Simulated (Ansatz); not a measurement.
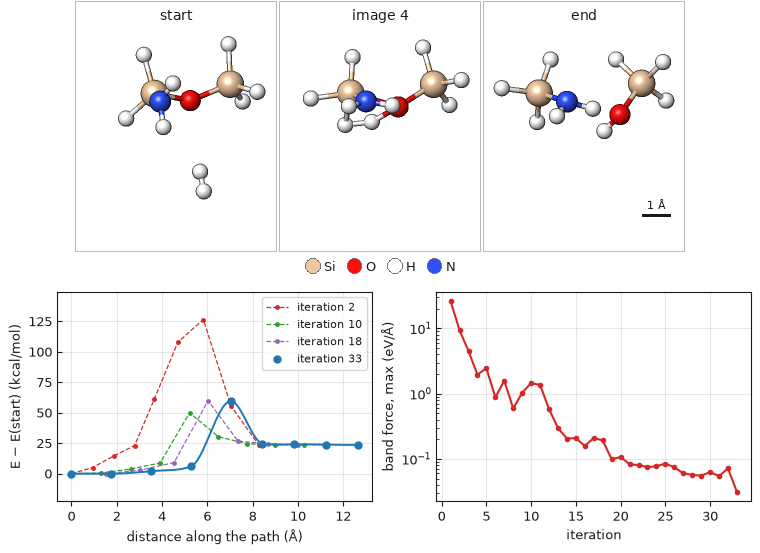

A search for the minimum-energy path of Si₂NH₉O, made up of Si2NH7O and H2 by the nudged elastic band. Images are numbered from 0 (start) to 8 (end). The plot follows the band through its iterations. A ball-and-stick model, seen from a free direction.

Computed with Ansatz 0.2.0, RKS B3LYP-D4/6-31G*. Settings: 7 movable images; climbing image; force threshold 0.05 eV/Å; iteration limit 60; starting path through a guess of the saddle point.

Question: How did the profile develop, and is the result final?

Answer: The result is final at these settings. The band converged in 33 iterations. The largest component of the band force went from 26 to 0.031 eV/Å. The climbing image converged on the top of the path. Its vibrational analysis gives one imaginary mode (1426i cm⁻¹), as a transition state must have. The first iteration put the highest image at 359.9 kcal/mol. The energy climbs by 59.5 kcal/mol to image 4 and then falls by 35.9 kcal/mol, so the end point sits at +23.6 kcal/mol.

Limits of the set-up: the start holds two separate molecules, 2.7 Å apart at their closest, whose relative position is a soft coordinate.
